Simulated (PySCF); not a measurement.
# What a change does: single-point calculation on TiCl₂O

System: TiCl₂O.
Method of run A: RKS-pw91/minao, tda (PySCF 2.14.0).

Text and figures count atoms from 1; the logs count them from 0 in places.

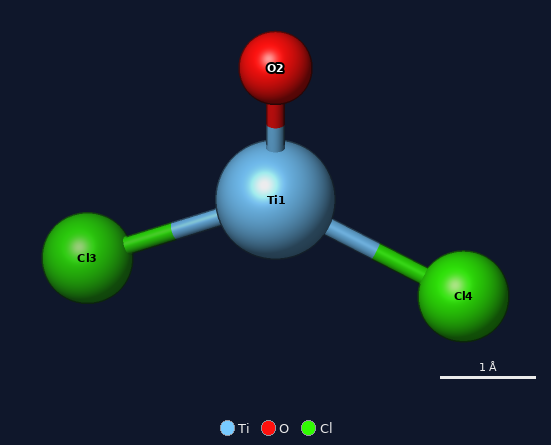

Fig. 1: The structure as given in the input (ball-and-stick view, seen at a tilt; atoms are numbered from 1 in the order of the input). Sticks mark near contacts. Bond lengths as drawn: Cl–Ti 2.23 Å and O–Ti 1.60 Å.

Input, run A:
```python
from pyscf import gto, dft, tdscf

mol = gto.M(
    atom='Ti -0.2466 0 -0.1735; O -1.5515 0 -1.0914; Cl -0.6386 0 2.0207; Cl 1.6859 0 -1.284',
    basis='minao',
    charge=0,
    spin=0,
    symmetry=True,
    verbose=4,
)
mf = dft.RKS(mol, xc='pw91')
mf.level_shift = 0.3
mf.kernel()
td = tdscf.TDA(mf)
td.nstates = 4
td.kernel()
td.analyze()
mf.dip_moment()
print('orbital energies (hartree):', mf.mo_energy[..., max(0, mol.nelec[1]-3):mol.nelec[0]+3].round(4))
```

Command:
```bash
OMP_NUM_THREADS=1 python input.py
```

Hardware: 1 CPU thread, shared host.

Output, shortened to warnings, some set-up lines, iterations and results (run A):
```
[...]
cycle= 1 E= -1844.63099610907  delta_E= 0.778  |g|= 1.07  |ddm|=  2.9
cycle= 2 E= -1836.47162525373  delta_E= 8.16  |g|= 4.99  |ddm|= 5.16
cycle= 3 E= -1839.29723281612  delta_E= -2.83  |g|= 4.69  |ddm|= 1.05
cycle= 4 E= -1839.47985298244  delta_E= -0.183  |g|= 4.63  |ddm|= 0.193
cycle= 5 E= -1840.46327594875  delta_E= -0.983  |g|= 4.39  |ddm|= 0.365
[... 29 lines ...]
cycle= 35 E= -1845.24332843157  delta_E= -6.46e-09  |g|= 8.38e-05  |ddm|= 0.000178
cycle= 36 E= -1845.24332843532  delta_E= -3.74e-09  |g|= 6.39e-05  |ddm|= 0.000135
cycle= 37 E= -1845.24332843748  delta_E= -2.17e-09  |g|= 4.87e-05  |ddm|= 0.000102
cycle= 38 E= -1845.24332843873  delta_E= -1.25e-09  |g|= 3.71e-05  |ddm|= 7.76e-05
cycle= 39 E= -1845.24332843945  delta_E= -7.19e-10  |g|= 2.83e-05  |ddm|= 5.89e-05
HOMO (A') = -0.280532745449183  LUMO (A') = -0.19435451892295  gap/eV = 2.34503
Extra cycle  E= -1845.24332843063  delta_E= 8.82e-09  |g|= 0.000193  |ddm|= 0.000287
converged SCF energy = -1845.24332843063

******** <class 'pyscf.tdscf.rks.TDA'> for <class 'pyscf.dft.rks_symm.SymAdaptedRKS'> ********
nstates = 4 singlet
deg_eia_thresh = 1.000e-03
wfnsym = None
conv_tol = 1e-05
eigh lindep = 1e-12
eigh level_shift = 0
eigh max_cycle = 100

Excitation energies (eV)
[2.39117588 2.68086766 2.81124752 2.91410666]

** Singlet excitation energies and oscillator strengths **
Excited State   1:   A'      2.39118 eV    518.51 nm  f=0.0013
      32 -> 33       -0.70240
Excited State   2:   A'      2.68087 eV    462.48 nm  f=0.0010
      31 -> 33       -0.69963
Excited State   3:   A"      2.81125 eV    441.03 nm  f=0.0002
      30 -> 33       -0.12983
      32 -> 34       -0.69484
Excited State   4:   A"      2.91411 eV    425.46 nm  f=0.0090
      30 -> 33       -0.69491
      32 -> 34        0.12949

** Transition electric dipole moments (AU) **
state          X           Y           Z        Dip. S.      Osc.
  1         0.0870      0.0000     -0.1236      0.0229      0.0013
  2         0.1001      0.0000      0.0705      0.0150      0.0010
  3        -0.0000      0.0503      0.0000      0.0025      0.0002
  4        -0.0000      0.3555      0.0000      0.1264      0.0090

** Transition velocity dipole moments (imaginary part, AU) **
state          X           Y           Z        Dip. S.      Osc.
  1        -0.0081      0.0000      0.0115      0.0002      0.0015
  2         0.0039     -0.0000      0.0027      0.0000      0.0002
  3         0.0000      0.0099     -0.0000      0.0001      0.0006
  4         0.0000      0.0848     -0.0000      0.0072      0.0447

** Transition magnetic dipole moments (imaginary part, AU) **
state          X           Y           Z
  1         0.0000     -0.5983     -0.0000
  2         0.0000      0.0003     -0.0000
  3         0.3541      0.0000     -0.5032
  4         0.1103      0.0000     -0.1554
Dipole moment(X, Y, Z, Debye): -0.05096, -0.00000, -0.03621
orbital energies (hartree): [-0.2992 -0.2895 -0.2805 -0.1944 -0.1801 -0.1231]
```

The input of run B differs as follows (lines with − go, lines with + come):
```diff
-mf = dft.RKS(mol, xc='pw91')
+mf = dft.RKS(mol, xc='m06l')
```

What does this change do to the results?

The total energies belong to different methods, so their difference says nothing on which is more stable or more accurate. The dipole moment goes from 0.06 to 0.23 D. The functional changes from pw91 to m06l. The SCF takes 35 iterations against 39.

Output, shortened to warnings, some set-up lines, iterations and results (run B):
```
[...]
cycle= 1 E= -1844.57423157372  delta_E= 0.768  |g|= 1.06  |ddm|= 2.88
cycle= 2 E= -1837.09129865698  delta_E= 7.48  |g|= 4.86  |ddm|=  5.1
cycle= 3 E= -1839.72108934845  delta_E= -2.63  |g|= 4.57  |ddm|= 0.989
cycle= 4 E= -1839.72487144483  delta_E= -0.00378  |g|= 4.55  |ddm|= 0.16
cycle= 5 E= -1840.35210080394  delta_E= -0.627  |g|=  4.4  |ddm|= 0.244
[... 25 lines ...]
cycle= 31 E= -1845.20143287579  delta_E= -1.22e-08  |g|= 0.000103  |ddm|= 0.000238
cycle= 32 E= -1845.20143288205  delta_E= -6.26e-09  |g|= 7.32e-05  |ddm|= 0.000171
cycle= 33 E= -1845.20143288526  delta_E= -3.21e-09  |g|= 5.2e-05  |ddm|= 0.000123
cycle= 34 E= -1845.20143288689  delta_E= -1.63e-09  |g|= 3.72e-05  |ddm|= 8.78e-05
cycle= 35 E= -1845.20143288773  delta_E= -8.39e-10  |g|= 2.63e-05  |ddm|= 6.29e-05
HOMO (A') = -0.289950283207157  LUMO (A") = -0.180992802875578  gap/eV = 2.96488
Extra cycle  E= -1845.20143288221  delta_E= 5.52e-09  |g|= 0.000152  |ddm|= 0.000238
converged SCF energy = -1845.20143288221

******** <class 'pyscf.tdscf.rks.TDA'> for <class 'pyscf.dft.rks_symm.SymAdaptedRKS'> ********
nstates = 4 singlet
deg_eia_thresh = 1.000e-03
wfnsym = None
conv_tol = 1e-05
eigh lindep = 1e-12
eigh level_shift = 0
eigh max_cycle = 100

Excitation energies (eV)
[3.01997409 3.04773999 3.27083262 3.27746725]

** Singlet excitation energies and oscillator strengths **
Excited State   1:   A'      3.01997 eV    410.55 nm  f=0.0009
      32 -> 34       -0.70227
Excited State   2:   A"      3.04774 eV    406.81 nm  f=0.0000
      32 -> 33       -0.70629
Excited State   3:   A"      3.27083 eV    379.06 nm  f=0.0000
      31 -> 33       -0.70648
Excited State   4:   A'      3.27747 eV    378.29 nm  f=0.0010
      31 -> 34        0.70049

** Transition electric dipole moments (AU) **
state          X           Y           Z        Dip. S.      Osc.
  1         0.0618      0.0000     -0.0878      0.0115      0.0009
  2        -0.0000     -0.0019     -0.0000      0.0000      0.0000
  3        -0.0000     -0.0000     -0.0000      0.0000      0.0000
  4        -0.0922     -0.0000     -0.0648      0.0127      0.0010

** Transition velocity dipole moments (imaginary part, AU) **
state          X           Y           Z        Dip. S.      Osc.
  1        -0.0041      0.0000      0.0059      0.0001      0.0003
  2         0.0000     -0.0028     -0.0000      0.0000      0.0000
  3        -0.0000     -0.0000     -0.0000      0.0000      0.0000
  4        -0.0037     -0.0000     -0.0026      0.0000      0.0001

** Transition magnetic dipole moments (imaginary part, AU) **
state          X           Y           Z
  1         0.0000     -0.5076      0.0000
  2         0.3321      0.0000     -0.4724
  3        -0.1099      0.0000     -0.0769
  4        -0.0000     -0.0003      0.0000
Dipole moment(X, Y, Z, Debye): -0.18814, -0.00000, -0.13237
orbital energies (hartree): [-0.309  -0.2983 -0.29   -0.181  -0.1799 -0.1207]
```

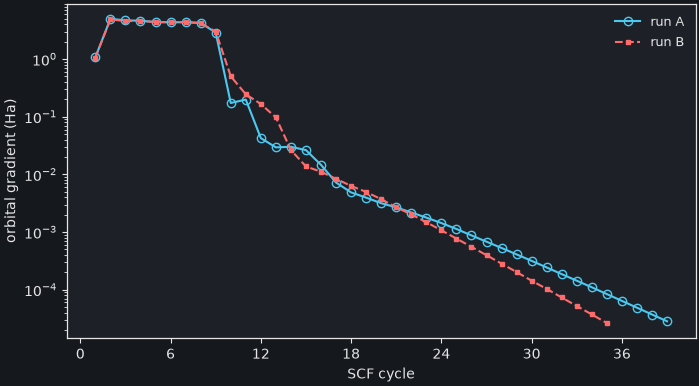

Fig. 2: Convergence of the two runs: orbital gradient against the SCF cycle. Run A takes 39 cycles in all, and run B takes 35.

The two runs side by side:

| quantity | run A | run B |
| --- | --- | --- |
| outcome | converged | converged |
| SCF energy (hartree) | −1845.243328 | −1845.201433 |
| dipole moment (D) | 0.06 | 0.23 |
| SCF iterations | 39 | 35 |
| wall time (shared host) | 28 s | 44 s |
